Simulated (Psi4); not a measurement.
**Excited-state calculation of CH4NSi**

System: CH4NSi, multiplicity 2, SMILES C=N[SiH2].
Method: CIS/cc-pCVDZ, UHF (Psi4 1.11).

The geometry comes from this level: GFN2-xTB.

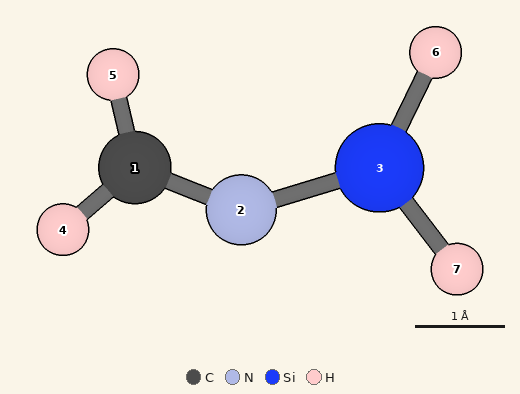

**Figure 1.** The input geometry (ball-and-stick view, seen on its broad side; atoms are numbered from 1 in the order of the input). Bond lengths as drawn: C–H 1.08 Å, C–N 1.30 Å, H–Si 1.45 to 1.46 Å and N–Si 1.64 Å.

The input (run.py)
```python
import psi4

psi4.set_memory('1600 MB')
psi4.set_num_threads(1)
psi4.core.set_output_file('ch4nsi.out', False)

m = psi4.geometry("""
0 2
C
N 1 1.29829
Si 2 1.642075 1 141.47035
H 1 1.079818 2 117.66638 3 179.60974
H 1 1.083288 4 117.62219 2 179.90442
H 3 1.457963 2 132.95955 1 -0.0312
H 3 1.445928 6 116.53648 2 179.78271
units angstrom
symmetry c1
""")

psi4.set_options({
    'basis': 'cc-pCVDZ',
    'reference': 'uhf',
    'scf_type': 'df',
    'tdscf_states': 3,
    'tdscf_tda': True,
})

E, wfn = psi4.energy('td-hf', return_wfn=True)
print(f'total energy {E:.8f} hartree = {E * 27.211386:.5f} eV')
```

Run on 1 thread of Intel Xeon (Sapphire Rapids), 64 GiB of memory available, shared host.

Launched with:
```bash
python run.py
```

What the program printed
```
=> Loading Basis Set <=

    Name: CC-PCVDZ
    Role: ORBITAL
    Keyword: BASIS

         ---------------------------------------------------------
                                   SCF
                              UHF Reference
                        1 Threads,   1525 MiB Core
         ---------------------------------------------------------

  ==> Geometry <==

    Molecular point group: c1
    Full point group: C1

    Geometry (in Angstrom), charge = 0, multiplicity = 2:

       Center              X                  Y                   Z               Mass
    ------------   -----------------  -----------------  -----------------  -----------------
         C            0.000118120759     0.540026461094    -1.652829056181    12.000000000000
         N            0.000118120759     0.540026461094    -0.354539056181    14.003074004430
         SI           0.000118120759    -0.482854151185     0.930033074394    27.976926534650
         H           -0.006395893419     1.496362617072    -2.154212779004     1.007825032230
         H            0.004582403872    -0.350458899198    -2.269699208017     1.007825032230
         H           -0.000462899959    -1.936461480153     1.042645262700     1.007825032230
         H           -0.004050262880     0.261127652422     2.169864305515     1.007825032230

  Running in c1 symmetry.

  Rotational constants: A =      2.37700  B =      0.19223  C =      0.17785 [cm^-1]
  Rotational constants: A =  71260.73635  B =   5763.02636  C =   5331.83503 [MHz]
  Nuclear repulsion =   94.134154928221605

  Charge       = 0
  Multiplicity = 2
  Electrons    = 31
  Nalpha       = 16
  Nbeta        = 15

  ==> Algorithm <==

  SCF Algorithm Type is DF.
  DIIS enabled.
  MOM disabled.
  Fractional occupation disabled.
  Guess Type is SAD.
  Energy threshold   = 1.00e-06
  Density threshold  = 1.00e-06
  Integral threshold = 1.00e-12

  ==> Primary Basis <==

  Basis Set: CC-PCVDZ
    Blend: CC-PCVDZ
    Number of shells: 39
    Number of basis functions: 83
    Number of Cartesian functions: 87
    Spherical Harmonics?: true
    Max angular momentum: 2

   => Loading Basis Set <=

    Name: (CC-PCVDZ AUX)
    Role: JKFIT
    Keyword: DF_BASIS_SCF

  ==> Integral Setup <==

  DFHelper Memory: AOs need 0.020 GiB; user supplied 1.118 GiB.
  SCF_SUBTYPE=INCORE selected. In-core MEM_DF algorithm will be used.
  Using in-core AOs.

  ==> MemDFJK: Density-Fitted J/K Matrices <==

    J tasked:                   Yes
    K tasked:                   Yes
    wK tasked:                   No
    Memory [MiB]:              1144
    Algorithm:                 Core
    Schwarz Cutoff:           1E-12
    Mask sparsity (%):       2.7871
    Fitting Condition:        1E-10

   => Auxiliary Basis Set <=

  Basis Set: (CC-PCVDZ AUX)
    Blend: DEF2-UNIVERSAL-JKFIT
    Number of shells: 112
    Number of basis functions: 352
    Number of Cartesian functions: 417
    Spherical Harmonics?: true
    Max angular momentum: 4

  Minimum eigenvalue in the overlap matrix is 8.5311559134E-03.
  Reciprocal condition number of the overlap matrix is 1.9194562529E-03.
    Using symmetric orthogonalization.

  ==> Pre-Iterations <==

  SCF Guess: Superposition of Atomic Densities via on-the-fly atomic UHF (no occupation information).

   -------------------------
    Irrep   Nso     Nmo
   -------------------------
     A         83      83
   -------------------------
    Total      83      83
   -------------------------

  ==> Iterations <==

                           Total Energy        Delta E     RMS |[F,P]|

   @DF-UHF iter SAD:  -382.69362577077914   -3.82694e+02   0.00000e+00
   @DF-UHF iter   1:  -383.38821240285921   -6.94587e-01   5.06459e-03 ADIIS/DIIS
   @DF-UHF iter   2:  -383.44975089442494   -6.15385e-02   3.82935e-03 ADIIS/DIIS
   @DF-UHF iter   3:  -383.49804438507448   -4.82935e-02   6.67529e-04 ADIIS/DIIS
   @DF-UHF iter   4:  -383.50431560074395   -6.27122e-03   4.31267e-04 ADIIS/DIIS
   @DF-UHF iter   5:  -383.50781901733779   -3.50342e-03   2.97942e-04 ADIIS/DIIS
   @DF-UHF iter   6:  -383.51040519846765   -2.58618e-03   1.33686e-04 ADIIS/DIIS
   @DF-UHF iter   7:  -383.51079510642182   -3.89908e-04   5.58125e-05 DIIS
   @DF-UHF iter   8:  -383.51086142835413   -6.63219e-05   3.26098e-05 DIIS
   @DF-UHF iter   9:  -383.51089511124906   -3.36829e-05   1.85120e-05 DIIS
   @DF-UHF iter  10:  -383.51090636406951   -1.12528e-05   6.70798e-06 DIIS
   @DF-UHF iter  11:  -383.51090727713836   -9.13069e-07   2.63721e-06 DIIS
   @DF-UHF iter  12:  -383.51090740507294   -1.27935e-07   6.97961e-07 DIIS
  Energy and wave function converged.

  ==> Post-Iterations <==

   @Spin Contamination Metric:   2.100185717E-01
   @S^2 Expected:                7.500000000E-01
   @S^2 Observed:                9.600185717E-01
   @S   Expected:                5.000000000E-01
   @S   Observed:                5.000000000E-01

    Orbital Energies [Eh]
    ---------------------

    Alpha Occupied:

       1A    -68.793040     2A    -15.550878     3A    -11.287984
       4A     -6.142875     5A     -4.257296     6A     -4.248282
       7A     -4.246649     8A     -1.177403     9A     -0.876693
      10A     -0.716424    11A     -0.636175    12A     -0.592279
      13A     -0.497275    14A     -0.471386    15A     -0.378641
      16A     -0.271206

    Alpha Virtual:

      17A      0.140490    18A      0.143166    19A      0.174175
      20A      0.212978    21A      0.247440    22A      0.300712
      23A      0.354172    24A      0.394253    25A      0.430575
      26A      0.450354    27A      0.488862    28A      0.520355
      29A      0.574385    30A      0.588933    31A      0.624082
      32A      0.696627    33A      0.706506    34A      0.811769
      35A      0.818588    36A      0.893923    37A      0.937023
      38A      0.969205    39A      1.083546    40A      1.154722
      41A      1.197136    42A      1.202426    43A      1.247051
      44A      1.405877    45A      1.421573    46A      1.519775
      47A      1.669409    48A      1.691916    49A      1.724755
      50A      1.730621    51A      1.744008    52A      1.876548
      53A      1.934373    54A      1.953117    55A      1.970595
      56A      2.021984    57A      2.182313    58A      2.261906
      59A      2.362864    60A      2.415436    61A      2.571799
      62A      2.617597    63A      2.695432    64A      2.943980
      65A      3.009120    66A      3.227993    67A      6.941185
      68A      7.185555    69A      7.455224    70A     10.460573
      71A     10.466499    72A     10.468116    73A     10.494707
      74A     10.504861    75A     11.562613    76A     19.954285
      77A     22.544101    78A     23.567523    79A     23.607392
      80A     26.628794    81A     30.603720    82A     30.724112
      83A     31.247723

    Beta Occupied:

       1A    -68.786908     2A    -15.568921     3A    -11.271400
       4A     -6.135277     5A     -4.243624     6A     -4.242037
       7A     -4.233915     8A     -1.200801     9A     -0.848152
      10A     -0.695067    11A     -0.629113    12A     -0.591396
      13A     -0.500831    14A     -0.493889    15A     -0.401106

    Beta Virtual:

      16A      0.076525    17A      0.170710    18A      0.171176
      19A      0.198634    20A      0.222701    21A      0.254638
      22A      0.306774    23A      0.370358    24A      0.402931
      25A      0.440417    26A      0.518562    27A      0.532968
      28A      0.547048    29A      0.582810    30A      0.627505
      31A      0.643948    32A      0.726972    33A      0.786011
      34A      0.811206    35A      0.828224    36A      0.903783
      37A      0.950150    38A      0.978516    39A      1.083651
      40A      1.119272    41A      1.197793    42A      1.216800
      43A      1.240338    44A      1.404380    45A      1.444643
      46A      1.506305    47A      1.671892    48A      1.688641
      49A      1.730096    50A      1.734484    51A      1.755972
      52A      1.879027    53A      1.931025    54A      1.956642
      55A      1.968004    56A      2.029410    57A      2.179937
      58A      2.250135    59A      2.347601    60A      2.407106
      61A      2.572600    62A      2.600053    63A      2.696355
      64A      2.944829    65A      2.997440    66A      3.224732
      67A      6.965930    68A      7.191053    69A      7.460508
      70A     10.464775    71A     10.471511    72A     10.472337
      73A     10.495792    74A     10.506104    75A     11.572812
      76A     19.966562    77A     22.564893    78A     23.571157
      79A     23.611268    80A     26.615717    81A     30.583575
      82A     30.719091    83A     31.243411

    Final Occupation by Irrep:
              A
    DOCC [    15 ]
    SOCC [     1 ]
    NA   [    16 ]
    NB   [    15 ]

  @DF-UHF Final Energy:  -383.51090740507294

   => Energetics <=

    Nuclear Repulsion Energy =             94.1341549282216050
    One-Electron Energy =                -715.3031790519975175
    Two-Electron Energy =                 237.6581167187029280
    Total Energy =                       -383.5109074050729987

  UHF NO Occupations:
  HONO-2 :   14  A 1.9947265
  HONO-1 :   15  A 1.8996153
  HONO-0 :   16  A 1.0000000
  LUNO+0 :   17  A 0.1003847
  LUNO+1 :   18  A 0.0052735
  LUNO+2 :   19  A 0.0016445
  LUNO+3 :   20  A 0.0010991

Computation Completed

Properties will be evaluated at   0.000000,   0.000000,   0.000000 [a0]

Properties computed using the SCF density matrix

 Multipole Moments:

 ------------------------------------------------------------------------------------
     Multipole            Electronic (a.u.)      Nuclear  (a.u.)        Total (a.u.)
 ------------------------------------------------------------------------------------

 L = 1.  Multiply by 2.5417464519 to convert [e a0] to [Debye]
 Dipole X            :          0.0052303           -0.0059288           -0.0006986
 Dipole Y            :          0.0956597           -0.5084199           -0.4127602
 Dipole Z            :          0.7444420           -1.1143471           -0.3699051
 Magnitude           :                                                    0.5542574

 ------------------------------------------------------------------------------------

	total time  =          1 seconds =       0.02 minutes

******************************************************************************************
**********                               WARNING                                **********
**********       The names of excited state variables changed between 1.5       **********
**********     and 1.6. For a quick solution, remove the symmetry specifier     **********
**********   from the variable name. For full details, see 'Notes on Psivars'   **********
**********                        in the documentation.                         **********
******************************************************************************************

         ---------------------------------------------------------
                         TDSCF excitation energies
         ---------------------------------------------------------

  ==> Options <==

     Residual threshold  : 1.0000e-04
     Initial guess       : denominators
     Reference           : UHF
     Solver type         : TDA (Davidson)

  ==> Requested Excitations <==

      3 singlet states with A symmetry

  ==> Seeking the lowest 3 singlet states with A symmetry

                         Generalized Davidson Solver

  ==> Options <==

    Max number of iterations        = 60
    Eigenvector tolerance           = 1.0000e-04
    Max number of expansion vectors = 600

  => Iterations <=
                           Max[D[value]]     Max[|R|]   # vectors
  DavidsonSolver iter   1:   1.84075e-01  1.41197e-01     12
  DavidsonSolver iter   2:   3.69693e-02  4.48856e-02     15
  DavidsonSolver iter   3:   1.62948e-03  1.64288e-02     18
  DavidsonSolver iter   4:   4.10452e-04  1.03218e-02     21
  DavidsonSolver iter   5:   1.28941e-04  4.55340e-03     24
  DavidsonSolver iter   6:   2.24991e-05  1.72334e-03     27
  DavidsonSolver iter   7:   2.90099e-06  8.89598e-04     30
  DavidsonSolver iter   8:   2.89300e-07  2.67042e-04     33
  DavidsonSolver iter   9:   1.90329e-08  6.96648e-05     35      Converged

******************************************************************************************
**********                               WARNING                                **********
**********  Length-gauge rotatory strengths are **NOT** gauge-origin invariant  **********
******************************************************************************************

                                    Excitation Energy         Total Energy        Oscillator Strength             Rotatory Strength
     #   Sym: GS->ES (Trans)        au              eV              au          au (length)    au (velocity)    au (length)    au (velocity)
    ---- -------------------- --------------- --------------- --------------- --------------- --------------- --------------- ---------------
     1        A->A (1 A)       0.13743         3.73955        -383.37348       0.0016          0.0000          0.0040          0.0020
     2        A->A (1 A)       0.16440         4.47364        -383.34650       0.0610          0.0024          0.0002         -0.0004
     3        A->A (1 A)       0.17154         4.66792        -383.33936       0.2089          0.0585         -0.0039         -0.0015

Contributing excitations
Only contributions with abs(coeff) > 1.00e-01 will be printed:

Excited State    1 (1 A):   0.13743 au   331.55 nm f = 0.0016
Alpha orbitals:
  Sums of squares: Xssq =  9.804283e-01
     11a (a) ->  18a (a)    0.146196 ( 2.137%)
     13a (a) ->  18a (a)    0.131830 ( 1.738%)
     15a (a) ->  18a (a)   -0.941744 (88.688%)
Beta orbitals:
  Sums of squares: Xssq =  1.957166e-02
     15a (b) ->  18a (b)   -0.123861 ( 1.534%)

Excited State    2 (1 A):   0.16440 au   277.14 nm f = 0.0610
Alpha orbitals:
  Sums of squares: Xssq =  9.743074e-01
     14a (a) ->  17a (a)   -0.104169 ( 1.085%)
     16a (a) ->  17a (a)    0.964609 (93.047%)
Beta orbitals:
  Sums of squares: Xssq =  2.569258e-02

Excited State    3 (1 A):   0.17154 au   265.61 nm f = 0.2089
Alpha orbitals:
  Sums of squares: Xssq =  9.696241e-01
     14a (a) ->  18a (a)   -0.104450 ( 1.091%)
     16a (a) ->  18a (a)   -0.966671 (93.445%)
Beta orbitals:
  Sums of squares: Xssq =  3.037592e-02
     14a (b) ->  16a (b)   -0.125203 ( 1.568%)

******************************************************************************************
**********                               WARNING                                **********
**********       The names of excited state variables changed between 1.5       **********
**********     and 1.6. For a quick solution, remove the symmetry specifier     **********
**********   from the variable name. For full details, see 'Notes on Psivars'   **********
**********                        in the documentation.                         **********
******************************************************************************************
```

Standard output
```
total energy -383.51090741 hartree = -10435.86334 eV
```

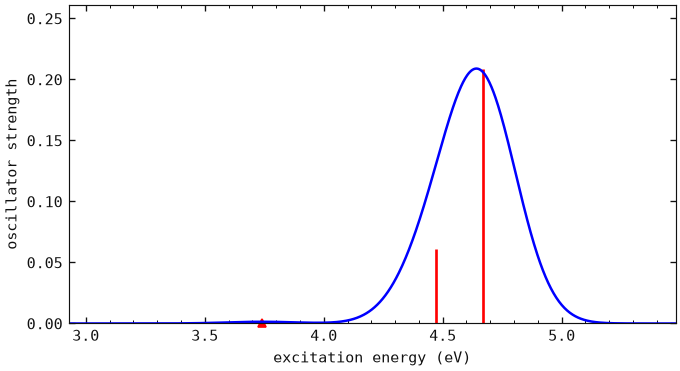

**Figure 2.** Computed excitations as sticks (degenerate states added up, dark ones marked on the axis), with a Gaussian envelope of 0.35 eV full width at half maximum, scaled to the tallest. Of the 3 states the lowest lies at 3.74 eV (f = 0.002); the strongest line is at 4.67 eV, or 266 nm (f = 0.209).

Summary

```json
{"quantity": "outcome", "value": "converged"}
{"quantity": "total energy", "value": "−383.510907 hartree"}
{"quantity": "basis functions", "value": "83"}
{"quantity": "⟨S²⟩", "value": "0.960"}
{"quantity": "lowest excitation", "value": "3.74 eV"}
{"quantity": "wall time", "value": "3.3 s"}
{"quantity": "peak memory", "value": "0.28 GiB"}
```

Notes

The record of the run, not the program, notes: spin contaminated. ⟨S²⟩ is 0.96 against 0.75 for a pure state: the solution is spin-contaminated.
